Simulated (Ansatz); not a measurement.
Nudged elastic band of WHClOF$_{5}$ (part 2 of 2)

The same run, continued: WHClOF$_{5}$, multiplicity 2; UKS PBE/def2-SVP (Ansatz 0.2.0). The run did not end well. It belongs to a series of runs on one base structure; here: band between the two ends.

Geometry of the input (Å):
```
W  -0.0746  -0.0236  0.0058
F  -0.4558  -0.5061  1.7828
F  1.7390  -0.0852  0.4593
F  -0.1415  1.7692  0.5307
F  -1.9211  0.0072  -0.2969
F  -0.0432  -1.8570  -0.3765
O  0.3040  0.4095  -1.7476
H  0.5317  0.5378  -2.6818
Cl 0.5892  0.5407  4.1071
```

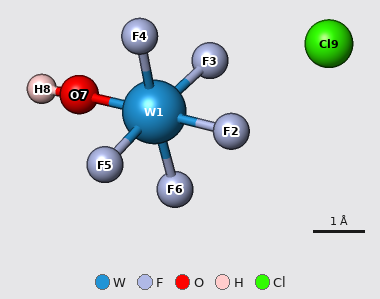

Figure 1. The input geometry (ball-and-stick view, seen at a tilt; atoms are numbered from 1 in the order of the input). Sticks mark near contacts.

```
Unfinished report: {"positions_ang":[[-0.04750496514269176,0.09003750259252162,0.020990472883969137],[-0.6191089318656043,-0.26978343405586963,1.7771449938698085],[1.7247931798961513,0.020847942577036947,0.6011381457047341],[-0.07060241058643846,1.9171266252731236,0.40655141046660376],[-1.8652707512719766,0.16155683386562053,-0.42917198087126324],[-0.03888881120185328,-1.7675853250795768,-0.22359746227611244],[0.40203467494626544,0.35253187486390475,-1.756472129209643],[0.3556749318167875,0.22254014030568262,-2.7184893760693996],[0.6866750734093601,0.06512883965755666,4.104804955501303]],"unchecked":["starts","cluster_reference","orbital_swaps","neighbouring_geometries","increment"],"mean_field":{"relativity":"none","state":{"energy":{"ev":-29967.48024646689,"hartree":-1101.2845863699886},"converged":true,"gradient_ev":8.377099441250408e-6,"stability":{"kind":"minimum","curvature_ev":0.33119015429240206},"curvature_floor_ev":0.00030000000000000003,"spin_squared":0.7515299422633674},"others":[],"fillings":{"estimated":0,"unestimated":0,"tried":0,"untried":0,"excluded_magnetic_sites":0},"n_dropped_functions":0,"n_trapped_functions":0,"passes":{"evaluations":9,"products":66},"factors":{"origin":"density fitting in generated functions","count":1443,"bound_ev":null},"gradient_stop_ev":0.00001,"reference_kind":"stationary","functional":{"name":"PBE","citations":["Perdew, Burke & Ernzerhof, Phys. Rev. Lett. 77, 3865 (1996) doi:10.1103/PhysRevLett.77.3865"],"text":"name \"PBE\"\ncite \"Perdew, Burke & Ernzerhof, Phys. Rev. Lett. 77, 3865 (1996) doi:10.1103/PhysRevLett.77.3865\"\nparent pbe\nparameter kappa = 0.804\nparameter beta = 0.06672455060314922\nexchange = pbe_x(kappa = kappa, mu = beta*pi^2/3)\ncorrelation = pbe_c(beta = beta)\n","parameters":{"beta":{"value":0.06672455060314922,"default":0.06672455060314922},"kappa":{"value":0.804,"default":0.804}},"final_grid":{"core_spheres":13.0,"valence_spheres":11.0,"degree":36.0},"final_grid_parameter_source":"default","radial_points_factor":1.0,"radial_grid_error_ev":3.125828648923977e-7,"grid_sensitivity":"normal","grid_sensitivity_ratio":0.001870803151768979},"unsmoothed_excess_ev":-0.00007101064621092727,"symmetry":{"irreps":["A"],"axes":[[0.9980165289571227,-0.06292291979978154,0.0019271980301590495],[0.06292703554495815,0.9980158034316716,-0.0021550633769948178],[-0.001787771210407027,0.002272061730136975,0.9999958207960641]],"occupied":[{"A":43},{"A":42}]},"density_repulsion":{"missed_ev":0.00007764192365762992,"excess_ev":0.00007763993066696853,"most_excess_ev":0.0011049999999999999,"are_drawn_again":false,"n_first_factors":1443,"energy_change_ev":0.0,"n_dropped_ends":0},"direct_passes":"host"},"factors":{"origin":"density fitting in generated functions","count":1443,"bound_ev":null},"n_frozen":0,"n_occupied":[43,42],"n_virtual":[96,97],"reference":{"ev":-29967.48024646689,"hartree":-1101.2845863699886},"total":{"ev":-29967.48024646689,"hartree":-1101.2845863699886},"forces_ev_per_angstrom":[[-0.007022850865458176,0.0018008147195958178,-0.07897745909161773],[-0.03247289770008114,0.012004761418104856,-0.018976394603729404],[0.006711325395007681,0.0034728447141422645,-0.03646066906976301],[0.00013925261846173837,0.002661686953440806,0.012363248763385059],[-0.026884485085675213,-0.005107846382639012,0.052569040572005205],[0.01021137372192626,0.0004212409115447184,-0.0006150124145086895],[0.03914030061086509,-0.03350983330167592,0.05965701028987216],[0.006932923604876866,0.01560261176186282,0.011020825023151085],[0.0032450576815877593,0.0026537191915837624,-0.0005805894544351426]],"charge_distribution":{"dipole_moment_e_ang":[0.11539893144645647,0.04615720102091434,-0.8731844597955275],"mulliken_charges_e":[1.4064439364392651,-0.2677571096244993,-0.25051337230674875,-0.2536719703153203,-0.2643904286500618,-0.2631754359453726,-0.33812810213457567,0.2416475229370535,-0.01045504039966616],"lowdin_charges_e":[-0.7637636821752647,0.09036556103032822,0.10583749030552347,0.10256777018443763,0.09083103165513684,0.09192381651045345,0.2035224719492268,0.04619856542560952,0.03251697511461771]},"n_threads":4,"memory_gib":4.261363637633622,"seconds":{"hamiltonian":6.219302292,"orbitals":0.0,"second_order":0.0,"solver_start":0.0,"cycles":0.0,"cycle":0.0,"perturbative":0.0,"full_ci_increment":0.0,"forces":0.0}}
this run last wrote the band of iteration 29 to [file]
Error: NEB band did not converge after 29 iterations: max|band force component| = 6.72e-1 eV/Å (threshold 3.0e-2); raise `neb.max_iterations` in a new run, which can start from the last band evaluated (`neb.initial_path`, with `crystal.atoms` and `neb.final_atoms` set to its first and last images), add images, or start from endpoints closer to local minima. Where this run's directory can be resumed (`checkpoint.write`), a resume goes on for up to `neb.max_iterations` more; to start a new run from the last band, take its images' positions from the `neb_iteration` event of iteration 29 (`data.images[].positions_ang`), in the event stream of the run that computed that iteration (not this run's, if it was resumed behind it). With `checkpoint.write`, `steps/00-neb/state/checkpoint.json` in the run directory holds the last saved band, under `neb.evaluated.images[].positions_ang` (a band under a hybrid functional on support functions is neither saved nor resumed: `neb.initial_path` says where its path is): check the last entry of `neb.iterations` there, which is earlier than 29 if that iteration was not saved or its write failed. If the band's step has no `state` directory and holds `state.next`, a write was cut short, and the file is under `state.next` instead (behind a loss of power it can be under `state.prev`)
this run wrote the band of iteration 29 to [file] as well, whether or not its events were kept: a new run's `neb.initial_path` can list its `images[].positions_ang`
a run's events are kept only if it was started with --events-out <file>, and are in that file
```

The last band as extended XYZ (Å, eV, eV/Å)
```
9
Properties=species:S:1:pos:R:3:forces:R:3 image=0 energy=-29967.48361
W    -0.0746   -0.0236    0.0058    0.0191   0.0100   0.0105
F    -0.4558   -0.5061    1.7828    0.0121   0.0198  -0.0122
F     1.7390   -0.0852    0.4593   -0.0122  -0.0035  -0.0005
F    -0.1415    1.7692    0.5307   -0.0064  -0.0201   0.0012
F    -1.9211    0.0072   -0.2969    0.0136  -0.0011  -0.0011
F    -0.0432   -1.8570   -0.3765   -0.0028   0.0232  -0.0031
O     0.3040    0.4095   -1.7476   -0.0139  -0.0222   0.0284
H     0.5317    0.5378   -2.6818   -0.0009   0.0024  -0.0007
Cl    0.5892    0.5407    4.1071   -0.0086  -0.0083  -0.0224
9
Properties=species:S:1:pos:R:3:forces:R:3 image=1 energy=-29967.48018
W    -0.0475    0.0900    0.0210   -0.0070   0.0018  -0.0790
F    -0.6191   -0.2698    1.7771   -0.0325   0.0120  -0.0190
F     1.7248    0.0208    0.6011    0.0067   0.0035  -0.0365
F    -0.0706    1.9171    0.4066    0.0001   0.0027   0.0124
F    -1.8653    0.1616   -0.4292   -0.0269  -0.0051   0.0526
F    -0.0389   -1.7676   -0.2236    0.0102   0.0004  -0.0006
O     0.4020    0.3525   -1.7565    0.0391  -0.0335   0.0597
H     0.3557    0.2225   -2.7185    0.0069   0.0156   0.0110
Cl    0.6867    0.0651    4.1048    0.0032   0.0027  -0.0006
9
Properties=species:S:1:pos:R:3:forces:R:3 image=2 energy=-29967.48121
W    -0.0923    0.1448    0.0222   -0.0027   0.0230   0.0056
F    -0.6527    0.0637    1.8162    0.0069   0.0799   0.0029
F     1.6794    0.1487    0.6123   -0.0063   0.0090   0.0021
F    -0.1196    2.0108    0.1496   -0.0086  -0.0038   0.0762
F    -1.9119    0.1554   -0.4212    0.0029  -0.0229  -0.0127
F    -0.0899   -1.7260    0.0583    0.0056   0.0014  -0.0849
O     0.3928    0.2066   -1.7565   -0.0007  -0.0867   0.0083
H     0.5250    0.1851   -2.7173   -0.0016   0.0024  -0.0043
Cl    0.7970   -0.3968    4.0191    0.0045  -0.0022   0.0068
9
Properties=species:S:1:pos:R:3:forces:R:3 image=3 energy=-29967.48415
W    -0.0319    0.2354    0.0302    0.0069  -0.0090  -0.0227
F    -0.5040    0.4097    1.8424    0.0003   0.0051   0.0018
F     1.7669    0.2138    0.5324   -0.0013   0.0013   0.0002
F     0.0298    2.1038   -0.0470   -0.0016   0.0024   0.0029
F    -1.8694    0.2770   -0.3314   -0.0017   0.0005  -0.0006
F    -0.1122   -1.6177    0.2672   -0.0010   0.0037  -0.0034
O     0.3563    0.0684   -1.7667   -0.0063  -0.0057   0.0205
H     0.3715   -0.0364   -2.7313    0.0032   0.0028   0.0017
Cl    0.5209   -0.8616    3.9870    0.0017  -0.0011  -0.0004
9
Properties=species:S:1:pos:R:3:forces:R:3 image=4 energy=-29967.48344
W     0.0355    0.2445    0.0365    0.0026  -0.0013  -0.0065
F    -0.1661    0.6054    1.8714    0.0053   0.0062   0.0001
F     1.8834    0.1969    0.3194   -0.0004  -0.0004   0.0066
F     0.1133    2.1017   -0.1984   -0.0021   0.0028   0.0064
F    -1.8315    0.2971   -0.0815    0.0000  -0.0006  -0.0062
F    -0.0528   -1.5822    0.4102   -0.0002  -0.0008  -0.0053
O     0.2167   -0.0239   -1.7807   -0.0084  -0.0032   0.0036
H     0.2671    0.0377   -2.7479    0.0018  -0.0021   0.0010
Cl    0.0620   -1.0848    3.9537    0.0013  -0.0007   0.0003
9
Properties=species:S:1:pos:R:3:forces:R:3 image=5 energy=-29967.48199
W     0.1509    0.2215    0.0337    0.0463  -0.0472  -0.0578
F     0.1597    0.5364    1.8867   -0.0078   0.0025   0.0277
F     2.0129    0.0644    0.1162   -0.0159   0.0151  -0.0145
F     0.3086    2.0792   -0.1528   -0.0029  -0.0006  -0.0081
F    -1.7131    0.3604    0.1155   -0.0184   0.0095   0.0164
F     0.0197   -1.6133    0.3561   -0.0098   0.0196   0.0135
O     0.1094    0.0127   -1.8014    0.0059   0.0095   0.0288
H    -0.0189    0.1325   -2.7559    0.0058  -0.0011  -0.0041
Cl   -0.5016   -1.0015    3.9849   -0.0032  -0.0073  -0.0019
9
Properties=species:S:1:pos:R:3:forces:R:3 image=6 energy=-29967.48294
W     0.1409    0.2094    0.0374    0.0019  -0.0177  -0.0092
F     0.4253    0.3822    1.8889   -0.0028   0.0058   0.0032
F     2.0037    0.0703   -0.1090   -0.0025   0.0056  -0.0149
F     0.2573    2.0767   -0.0389    0.0007   0.0032  -0.0050
F    -1.6990    0.3417    0.3271   -0.0013   0.0018   0.0122
F     0.0238   -1.6405    0.2703   -0.0034   0.0056   0.0041
O    -0.0451    0.0949   -1.7969    0.0238   0.0058   0.0058
H     0.1065    0.1597   -2.7537   -0.0088  -0.0032   0.0003
Cl   -0.6855   -0.9019    3.9578   -0.0074  -0.0069   0.0035
9
Properties=species:S:1:pos:R:3:forces:R:3 image=7 energy=-29967.48081
W     0.1986    0.1752    0.0276   -0.0436  -0.0317   0.0025
F     0.4795    0.2307    1.8859   -0.0151   0.0011   0.0080
F     2.0630    0.2052   -0.1339    0.0112   0.0205  -0.0220
F     0.1350    2.0447    0.0854    0.0328   0.0080  -0.0085
F    -1.6428    0.1209    0.3446    0.0146   0.0118   0.0169
F     0.2332   -1.6913    0.1358    0.0238   0.0102  -0.0007
O    -0.0162    0.1619   -1.8034   -0.0184  -0.0145   0.0115
H    -0.0739    0.2127   -2.7701    0.0099   0.0047  -0.0151
Cl   -0.8486   -0.6675    4.0110   -0.0152  -0.0101   0.0073
9
Properties=species:S:1:pos:R:3:forces:R:3 image=8 energy=-29967.48440
W     0.2061    0.2522    0.0468   -0.0002  -0.0009  -0.0021
F     0.3780    0.4389    1.9103    0.0000  -0.0028   0.0025
F     2.0685    0.3924   -0.0622    0.0001  -0.0002   0.0000
F     0.0723    2.1170   -0.0378   -0.0001   0.0000  -0.0022
F    -1.6414    0.1330    0.3111   -0.0001  -0.0004   0.0002
F     0.3676   -1.5947    0.2868    0.0002   0.0013   0.0017
O     0.0260    0.0805   -1.7802   -0.0034   0.0009   0.0022
H    -0.1271   -0.0064   -2.7341    0.0028   0.0012  -0.0017
Cl   -0.8221   -1.0205    3.8422    0.0008   0.0010  -0.0007
9
Properties=species:S:1:pos:R:3:forces:R:3 image=9 energy=-29967.48402
W     0.1291    0.2643    0.0452   -0.0025   0.0011   0.0000
F     0.1510    0.5545    1.9033   -0.0009   0.0036  -0.0008
F     1.9903    0.4541    0.0806    0.0001  -0.0004  -0.0030
F    -0.0571    2.1189   -0.1351    0.0003   0.0012   0.0045
F    -1.7285    0.0869    0.1718    0.0001   0.0000   0.0029
F     0.3208   -1.5640    0.3756    0.0014  -0.0001  -0.0043
O     0.1076    0.0315   -1.7842    0.0024  -0.0056   0.0004
H     0.0873    0.0133   -2.7538    0.0005   0.0003   0.0004
Cl   -0.4728   -1.1671    3.8795   -0.0014  -0.0002  -0.0002
9
Properties=species:S:1:pos:R:3:forces:R:3 image=10 energy=-29967.48322
W     0.0610    0.2508    0.0402   -0.0004   0.0013   0.0002
F    -0.0697    0.5852    1.8866    0.0005  -0.0009  -0.0010
F     1.9146    0.4237    0.2251    0.0000   0.0005   0.0002
F    -0.0997    2.1043   -0.1825    0.0000  -0.0001   0.0002
F    -1.8017    0.0773    0.0234    0.0001   0.0002   0.0001
F     0.2118   -1.5743    0.4013   -0.0001   0.0006   0.0003
O     0.1829    0.0106   -1.7856   -0.0001  -0.0001   0.0003
H     0.2308    0.0857   -2.7519    0.0001  -0.0010  -0.0002
Cl   -0.1022   -1.1708    3.9263   -0.0001  -0.0005  -0.0001
```
